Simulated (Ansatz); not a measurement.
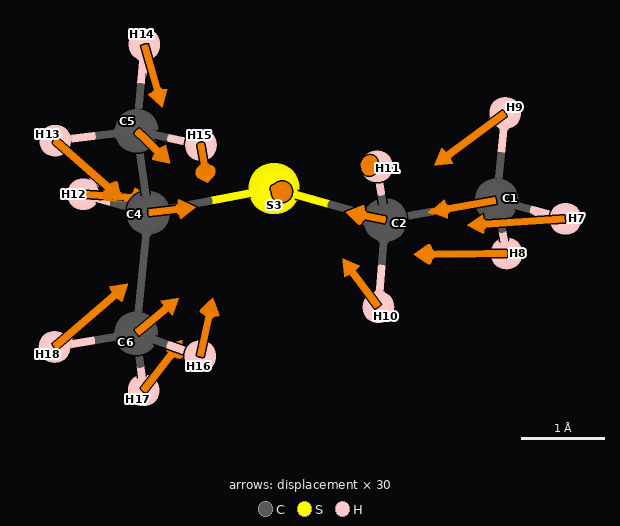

This is a relaxation of C₅H₁₂S. The starting structure is drawn; orange arrows show the displacements, magnified 30 times. The two geometries are superimposed by the best rigid fit.

A ball-and-stick model, seen at a tilt.

The start comes from PBE-D4/def2-SVP.

These are results of RKS PBE0-D4/def2-TZVP (Ansatz), not measurements.

Input
```yaml
crystal:
  periodic: [false, false, false]
  atoms:
    - {symbol: C, position_ang: [1.075056, -0.146375, 2.697530]}
    - {symbol: C, position_ang: [0.561682, 0.236334, 1.311629]}
    - {symbol: S, position_ang: [-0.116241, -1.256495, 0.489695]}
    - {symbol: C, position_ang: [-0.627012, -0.608933, -1.164852]}
    - {symbol: C, position_ang: [0.561297, -0.140451, -2.007135]}
    - {symbol: C, position_ang: [-1.741954, 0.434529, -1.071748]}
    - {symbol: H, position_ang: [1.488239, 0.741342, 3.218180]}
    - {symbol: H, position_ang: [0.262179, -0.563454, 3.326298]}
    - {symbol: H, position_ang: [1.876905, -0.909647, 2.632042]}
    - {symbol: H, position_ang: [-0.230606, 1.009704, 1.392919]}
    - {symbol: H, position_ang: [1.384824, 0.657578, 0.697322]}
    - {symbol: H, position_ang: [-1.043409, -1.532974, -1.622436]}
    - {symbol: H, position_ang: [0.232738, 0.111833, -3.037803]}
    - {symbol: H, position_ang: [1.341346, -0.923756, -2.069772]}
    - {symbol: H, position_ang: [1.024469, 0.772765, -1.579738]}
    - {symbol: H, position_ang: [-1.378484, 1.373810, -0.606116]}
    - {symbol: H, position_ang: [-2.592473, 0.059834, -0.469725]}
    - {symbol: H, position_ang: [-2.116257, 0.695855, -2.084388]}
basis:
  gaussian: {orbitals: def2-TZVP}
hamiltonian: {xc: pbe0, dispersion: d4}
relax: {f_tol: 0.005, max_steps: 150}
```

Run as
```bash
ansatz run in.yaml --threads 2 --pin off --events-out ev --progress --plain --max-ram 32768MiB --backend cuda --devices 0, --max-vram 18GiB
```

Q: What happened in the run?

A: After 4 geometry steps the energy has fallen by 1.83 kcal/mol. The largest force component goes from 0.66 to 0.0041 eV/Å. The atom that moves furthest after the best rigid fit is H8 (0.044 Å). By element the largest moves are H 0.044 Å, C 0.029 Å, S 0.024 Å. Some distances before and after: S3–C4 1.849 → 1.819 Å, C2–S3 1.834 → 1.807 Å, C1–H7 1.109 → 1.092 Å, C4–H12 1.112 → 1.096 Å. The run took about 15 s of wall time on a shared GPU.
